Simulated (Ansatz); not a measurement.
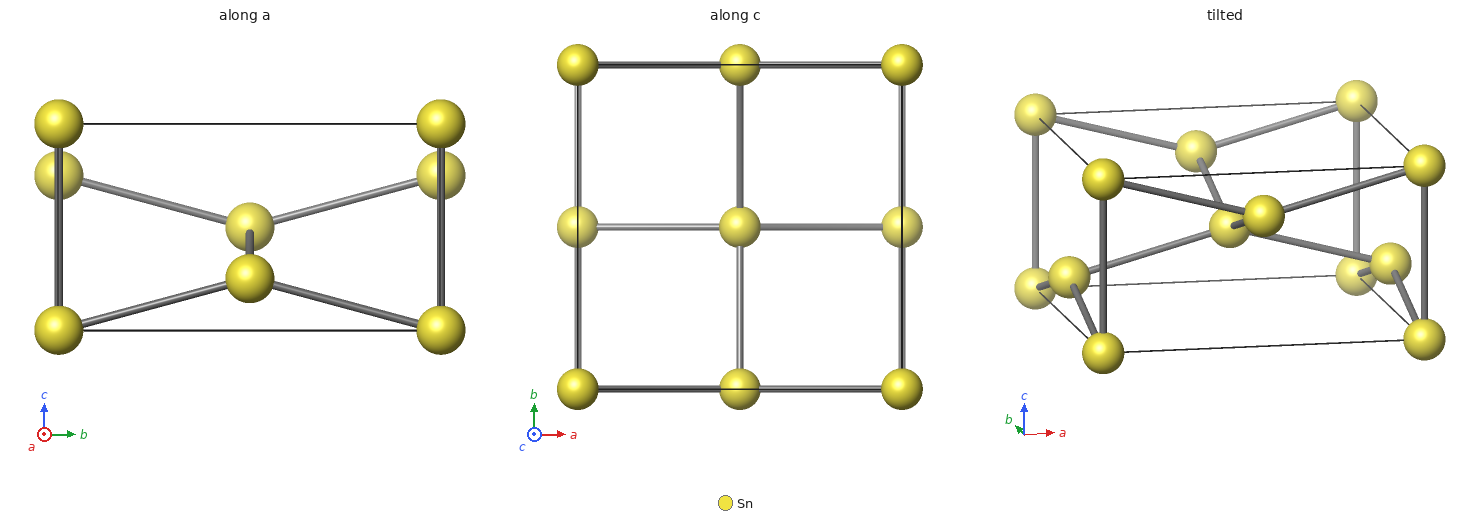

The figure gives a ball-and-stick picture of the atoms, viewed along the a axis, along the c axis and slightly off an axis. Atoms at the boundary of the conventional unit cell (the box) are drawn once for each face, edge or corner they touch.

The lattice constants are a = 5.95 Å, b = 5.95 Å, c = 3.21 Å, α = 90.00°, β = 90.00°, γ = 90.00°.

Connected in the drawing: Sn–Sn up to 3.39 Å (cut-off distances).

Determine the atoms per cell.

4 (tin), counting shared atoms by their share.

State the lattice type.

Body-centred tetragonal.

Identify the structure type.

Β-tin type.

In how many dimensions do the bonds extend?

The bonds build a three-dimensional framework.

The structure was taken from a structure type known for this element. Earlier steps of the study may have refined or changed the cell and positions. A calculation with Ansatz used it as input.
